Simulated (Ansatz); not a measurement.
# C₄H₇F₃Si (SMILES C=C[SiH2]CC(F)(F)F): what the fields show

Input file:

```
crystal:
  periodic: [false, false, false]
  atoms:
    - {symbol: C, position_ang: [-2.276346, -0.504583, -2.587887]}
    - {symbol: C, position_ang: [-2.231487, -0.814187, -1.284759]}
    - {symbol: C, position_ang: [0.115167, -1.221821, 0.725163]}
    - {symbol: C, position_ang: [-0.576930, -0.579917, 1.898270]}
    - {symbol: F, position_ang: [-1.337681, -1.463739, 2.575096]}
    - {symbol: F, position_ang: [-1.392882, 0.423165, 1.508294]}
    - {symbol: F, position_ang: [0.293623, -0.054513, 2.779566]}
    - {symbol: Si, position_ang: [-1.031156, -2.048356, -0.558896]}
    - {symbol: H, position_ang: [-1.603112, -0.968625, -3.317988]}
    - {symbol: H, position_ang: [-2.987488, 0.226855, -2.988452]}
    - {symbol: H, position_ang: [-2.929951, -0.309420, -0.605198]}
    - {symbol: H, position_ang: [-0.155303, -2.579850, -1.642463]}
    - {symbol: H, position_ang: [-1.742715, -3.178465, 0.102518]}
    - {symbol: H, position_ang: [0.814620, -1.976237, 1.118825]}
    - {symbol: H, position_ang: [0.715516, -0.446994, 0.223330]}
basis:
  gaussian:
    orbitals: def2-SVPD
output:
  forces: true
  orbitals: {seedname: orbitals}
hamiltonian:
  xc: pbe0
```

Run with:

```sh
ansatz run input.yaml --threads 4 --pin off --max-ram 7830MiB --events-out events.jsonl --progress --plain --runs-dir runs
```

Geometry: B3LYP-D3(BJ)/def2-SVP.

Theory: isolated molecule in a Gaussian basis; Kohn-Sham density functional theory, functional PBE0 (Ansatz).

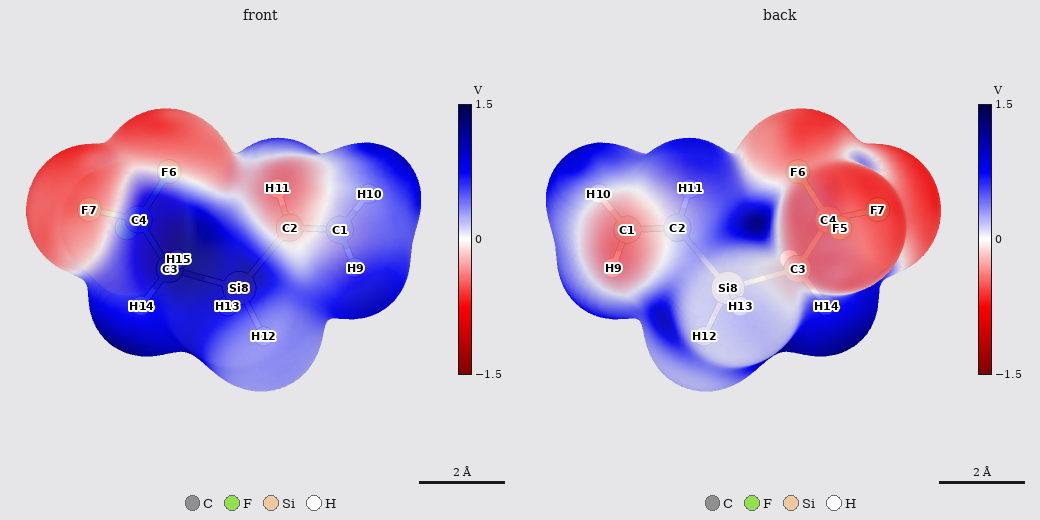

Figure 1. The molecular electrostatic potential painted on the density surface at 0.002 e/bohr³, seen from the front and from behind; red is negative and blue positive.

> Describe the electrostatic potential map.

The most negative region (about −0.7 V, or −16 kcal/mol for a unit charge) lies over F5 and F7, the most positive (about +1.3 V, or +30 kcal/mol for a unit charge) over Si8, H14 and H15.

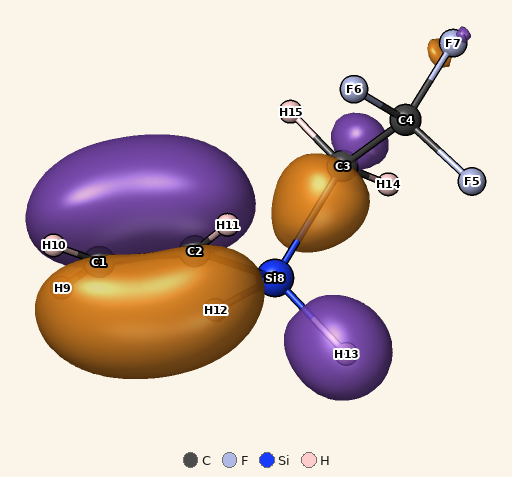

Figure 2. The HOMO at ±0.1 Å⁻³ᐟ² (orange and purple are the two phases), seen at an oblique angle.

> What is the character of this orbital?

Its weight (Hirshfeld) is mainly on C1 (about 40 %) and C2 (about 35 %); π-bonding across C1–C2. Its energy is −8.16 eV.

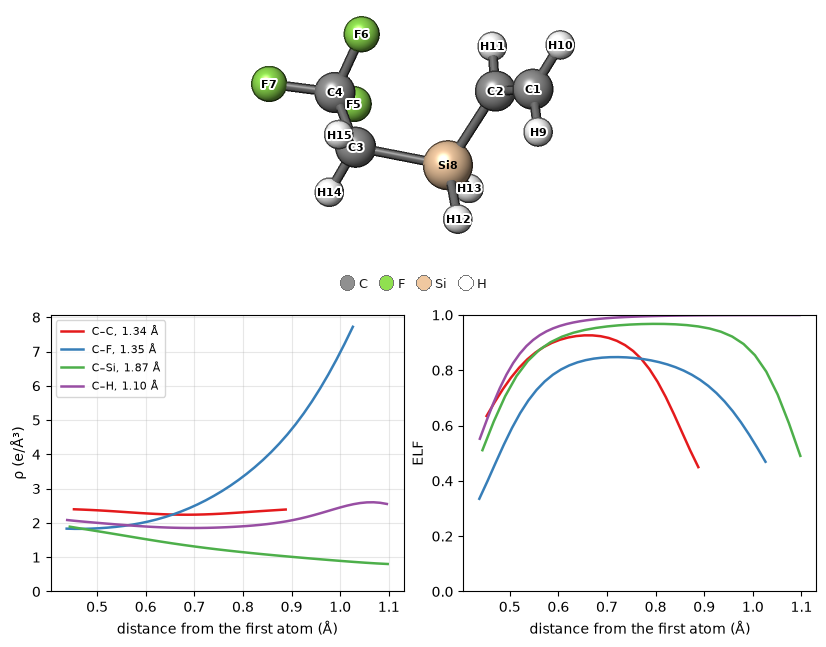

Figure 3. Electron density and electron localisation function along straight lines between neighbouring atoms. The curves leave out the atomic cores. The structure is drawn too.

> What can be read from the curves?

C–C (1.34 Å): the density is about 2.2 e/Å³ at the midpoint; the ELF peaks at about 0.95 between the atoms: a multiple bond.
C–F (1.35 Å): the density is about 2.3 e/Å³ at the midpoint, with its minimum of 1.8 e/Å³ about 0.5 Å from C; the ELF peaks at about 0.85 between the atoms, as expected for a shared but strongly polarised pair.
C–Si (1.87 Å): ρ at the midpoint is about 0.97 e/Å³; the ELF peaks at about 0.95 between the atoms, as expected for localised, covalent bonding.
C–H (1.10 Å): ρ at the midpoint is about 1.9 e/Å³; the ELF climbs to about 1 towards the hydrogen, as it does in any bond to H: an ordinary covalent bond to hydrogen.
